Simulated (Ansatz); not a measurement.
Input file:

```
crystal:
  lattice:
    - [7.2120493966, 0.0, 0.0]
    - [-3.6060246983, 6.2458179908, 0.0]
    - [0.0, 0.0, 5.2966115021]
  atoms:
    - { symbol: Ho, position: [0.3333333333, 0.6666666667, 0.0] }
    - { symbol: Ho, position: [0.6666666667, 0.3333333333, 0.0] }
    - { symbol: B, position: [0.0, 0.0, 0.0] }
    - { symbol: "N", position: [0.5, 0.0, 0.0] }
    - { symbol: "N", position: [0.0, 0.5, 0.0] }
    - { symbol: "N", position: [0.5, 0.5, 0.0] }
basis:
  ecutwfc: 690
kpoints:
  mp_grid: { grid: [6, 6, 8] }
hamiltonian:
  xc: pbe
  pseudopotentials:
    kind: paw
    azcp: { Ho: "pseudopotentials/pbe/nc/lanthanide_3plus/Ho.nc.azcp" }
scf:
  occupations: { method: gaussian, width: 0.1 }
output:
  forces: true
  stress: true
  eigenvalues: true
  write_density: true
  write_potential: true
  elf: true
  volumetric_format: npy
relax:
  adjacent_minimum: "off"
  f_tol: 0.01
  max_steps: 80
  cell: { stress_tol: 0.05 }
```

Command:

```sh
ansatz run input.yaml --threads 1 --pin off --max-ram 2560MiB --backend cpu --events-out ev --progress --plain --runs-dir out
```

Below, planes, directions and counts refer to the conventional cell (a = 7.21 Å, b = 7.21 Å, c = 6.28 Å, α = 90.00°, β = 90.00°, γ = 120.00°).

The fields are those of the run's last geometry, not of the input's.

Space group P6/mmm; a structure generated by program, which may or may not match a known phase; computed without spin polarisation; no Hubbard U on the f states and no spin–orbit coupling.

The calculation used DFT PBE, scalar-relativistic, plane waves, PAW; 4f electrons in the core of a trivalent norm-conserving potential in Ansatz 0.2.0.

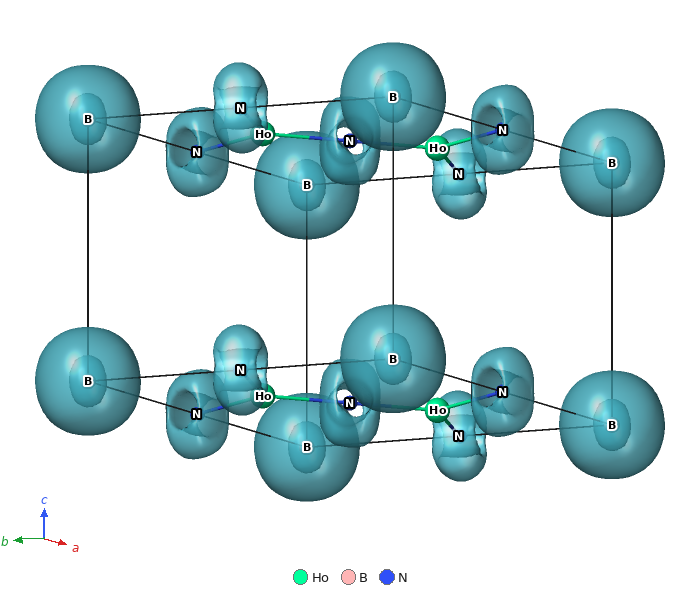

Ho$_{2}$BN$_{3}$. Isosurface of the ELF at 0.8 (cyan), seen at an oblique angle. Core shells and regions of very low density are left out. Sticks mark near contacts.

Core electrons are replaced by pseudopotentials, and the valence fields are smoothed inside the atomic spheres.

### Where are the electrons localised?

At this value the surface marks out one region wrapped around B (its valence shell) and three regions wrapped around N (the valence shell of each), counted in one cell of 6 atoms. Regions shared between cells count once. Profiles from the grid: Ho–N (2.08 Å): the ELF peaks at about 0.85 in the valence shell of N, 0.6 Å from its nucleus, and drops to about 0.25 between the two atoms; no localised pair shows between them. B–N (3.60 Å): the ELF is about 0.10 at the midpoint; no shared electron pair shows on this line.
